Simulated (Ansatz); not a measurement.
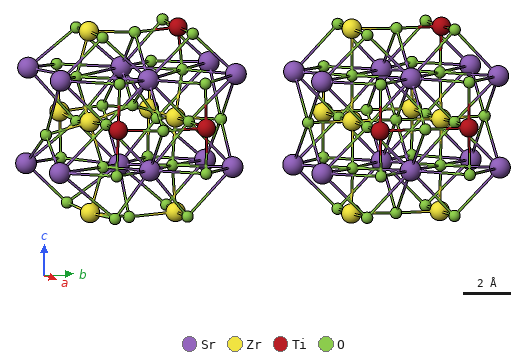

Two geometries of a crystal of Sr27Zr14Ti13O81 (a generated structure, set up in P1), drawn at one scale. One is the start of a relaxation, the other its converged end. The picture is a ball-and-stick view of the atoms within 5.0 Å of the atom that moves most (axes of the cell of the calculation (origin shifted)), seen slightly off an axis.

The calculation used Ansatz 0.2.0, DFT, PBEsol, PAW, plane waves. Settings: plane-wave cutoff 420 eV; k-point mesh 1 × 1 × 1; mesh shifted by (0.5, 0.5, 0.5); no spin polarisation; cell relaxed at fixed shape; force threshold 0.03 eV/Å; at most 80 steps.

Q: Which of the two is the end point?

A: The left one is the relaxed one. After 18 geometry steps the energy has fallen by 6.606 eV per cell of the calculation. The largest force component goes from 3.4 to 0.025 eV/Å. Pressure: 2.03 GPa at the start and −0.04 GPa at the end. The largest move relative to the cell is that of an O atom, 0.65 Å roughly along +c. Largest moves by element: O 0.65 Å, Sr 0.23 Å, Ti 0.13 Å, Zr 0.13 Å. The drawn cell changes as follows: a = b = c 12.032 → 12.016 Å (−0.1 %); the volume changes by −0.4 %. Some distances before and after: O–Sr 2.869 → 3.602 Å, O–Sr 2.885 → 3.569 Å, O–Sr 2.830 → 3.476 Å, O–Sr 2.846 → 3.408 Å. Bond angles that change, for instance: Zr–O–Zr 177.9° → 144.0°, Zr–O–Zr 178.0° → 147.6°, Zr–O–Zr 176.9° → 147.9°. The space group stays P1 (No. 1).
